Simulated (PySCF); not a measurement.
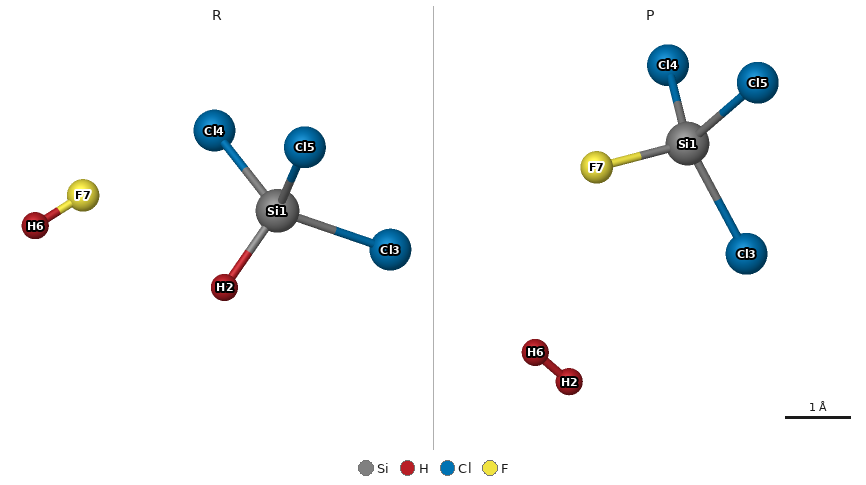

Reactant (R) and product (P) of one elementary step of SiH2Cl3F. Style: ball-and-stick. Shown from a free direction.

Stationary points at PBE0-D4/def2-TZVP, single-point energies with CCSD(T)/CBS (def2-TZVPP where no basis is named; PySCF 2.14.0). The energies are electronic, without zero-point or thermal terms, and both ends are the relaxed geometries reached downhill from the saddle, with any fragments still in contact. CCSD(T)/CBS stands for a frozen-core estimate: MP2 correlation extrapolated from def2-TZVPP and def2-QZVPP, CCSD(T) minus MP2 from the smaller set.

R:
```xyz
7

Si   -0.6690   -0.5631   -0.5016
H     0.7736   -0.8237   -0.5574
Cl   -1.6274   -1.9358   -1.6595
Cl   -1.3372   -0.7322    1.4067
Cl   -1.0733    1.2934   -1.2127
H     2.4114    1.4421    1.3640
F     1.5219    1.3193    1.1604
```

P:
```xyz
7

Si   -1.0951    0.2792    0.1111
H     2.8278   -0.9282   -0.4468
Cl   -0.6579   -1.2998   -1.0606
Cl   -2.2657   -0.2855    1.6499
Cl   -1.9891    1.7299   -0.9633
H     2.9312   -0.3500    0.0132
F     0.2488    0.8546    0.6967
```

What is the transition state like, and how high is the barrier?

Counted by bonded pieces, R holds HF + SiHCl₃ and P holds H₂ + SiCl₃F. From R over the saddle to P, bonds form: Si1–F7 (3.33 → 1.89 → 1.57 Å), H2–H6 (3.39 → 0.99 → 0.75 Å). Bonds break: Si1–H2 (1.47 → 1.66 → 4.14 Å), H6–F7 (0.92 → 1.18 → 3.02 Å). The saddle has one imaginary mode, 1086i cm⁻¹. The end R keeps a soft imaginary mode of 101i cm⁻¹, so it isn't quite a minimum. The end P keeps a soft imaginary mode of 58i cm⁻¹, so it isn't quite a minimum. With CCSD(T)/CBS the barrier is 38.4 kcal/mol from R and 65.3 kcal/mol from P, and P lies 26.9 kcal/mol below R.

Saddle geometry:

```xyz
7

Si   -0.3295   -0.0524   -0.0734
H     1.2324   -0.5601   -0.3097
Cl   -0.8081   -1.6246   -1.3344
Cl   -1.3001   -0.5734    1.6266
Cl   -1.0233    1.5412   -1.1137
H     1.3891    0.2069    0.2989
F     0.8397    1.0625    0.9056
```

The saddle point in the same view, with dashed sticks for the bonds that form or break:

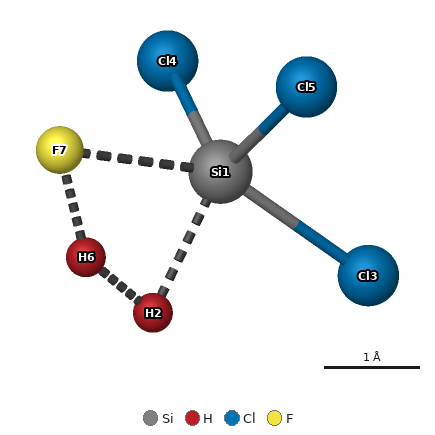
